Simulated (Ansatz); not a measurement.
Consider KTaO₃ in the cubic perovskite structure (space group Pm-3m, No. 221; a = 3.952 Å). Axes: x, y, z lie along the cube axes.

It is then changed as follows: uniaxial strain ε_zz = +1.20 %, all other strain components held at zero; the atoms relax in the strained cell.

All numbers come from DFT with LDA, PAW potentials and a 420 eV plane-wave cutoff in Ansatz (a quantum-chemistry and plane-wave program), no spin-orbit coupling.

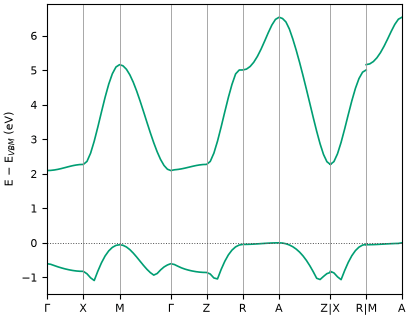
Figure. Highest valence and lowest conduction band along the path of the changed cell's own zone

**Question.** Read the changed gap and its character from the plot.

**Answer.** About 2.1 eV, indirect, A → Γ.

Spin-orbit coupling, missing from the scalar runs, can matter with Ta. Whether these cells are dynamically stable was not tested. Labels are those of the standard path for the cell's own space group.
